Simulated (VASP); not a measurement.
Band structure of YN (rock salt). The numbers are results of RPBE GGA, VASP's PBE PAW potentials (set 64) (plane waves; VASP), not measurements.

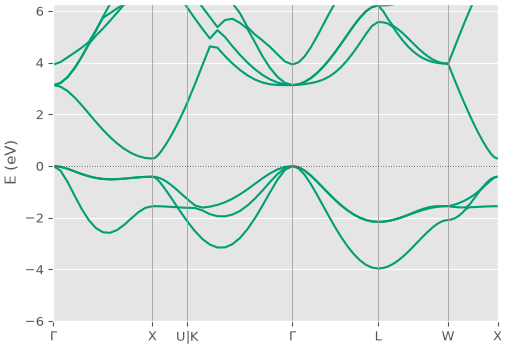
Bands along high-symmetry lines, zero at the valence-band maximum or, without a gap, the Fermi level

### Question
Read the plot: is there a gap, and where are the band edges?

### Answer
The gap is indirect, 0.29 eV, from the valence maximum at Γ to the conduction minimum at X. (Edges off the drawn lines would not show.)

The compound is YN in the rock salt structure. It was relaxed first.
